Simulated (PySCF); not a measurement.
Bi(Me)2(Et), SMILES [CH3][Bi]([CH2]C)[CH3] (C4H11Bi) at its GFN2-xTB optimised geometry (Å):

```
16

Bi    -0.8225    -0.9158     0.0000
C      1.4476    -0.9158     0.0000
H      1.8101    -0.0016    -0.4474
H      1.8117    -1.7618    -0.5680
H      1.8179    -0.9844     1.0149
C     -0.9421     1.3515     0.0000
H     -0.0577     1.7618    -0.4657
H     -1.0090     1.7169     1.0168
H     -1.8179     1.6705    -0.5496
C     -0.9728    -1.0843    -2.2774
C     -0.0881    -0.1071    -3.0241
H     -2.0161    -0.9277    -2.5424
H     -0.7100    -2.1069    -2.5384
H      0.9560    -0.2614    -2.7647
H     -0.3568     0.9170    -2.7785
H     -0.1914    -0.2347    -4.1027
```

Computed with PySCF with PBE0/def2-TZVP, def2 effective core potentials past Kr. The core electrons that the potentials of Bi replace are not part of the density.

Map of the HOMO amplitude (bohr^(-3/2)) on the plane z = 0.8 Å; orbital energy -6.43 eV, overall sign arbitrary:

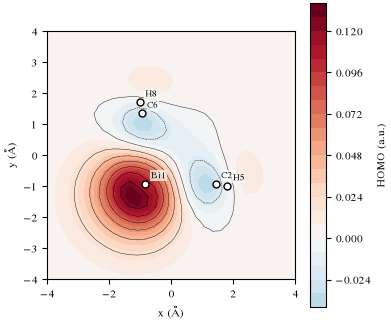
Figure: HOMO amplitude (bohr^(-3/2)) on the plane z = 0.8 Å.
